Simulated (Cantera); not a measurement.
Feed: 1 mol CCl4, 2.9 mol H2, held at 170 Pa.

Cantera equilibrium calculation (NASA polynomials, part measured and part estimated; ideal gas, pure solids and liquids). Candidate condensed phases: C, C6H6, C7H8, C8H18; 103 gas species. Ions and electrons are included (thermal ionisation). The tables' values for CCl are old estimates; treat these amounts as uncertain. Kinetics and transport are ignored.

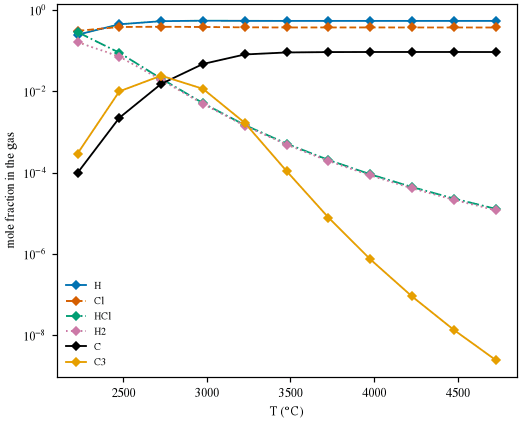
Figure. Equilibrium gas composition (values under 1e-9 drawn at 1e-9)

Question: Read off the mole fractions at 2727 °C.

Answer: H about 0.53, Cl about 0.39, C3 about 0.024, HCl about 0.020, H2 about 0.019, C about 0.015.
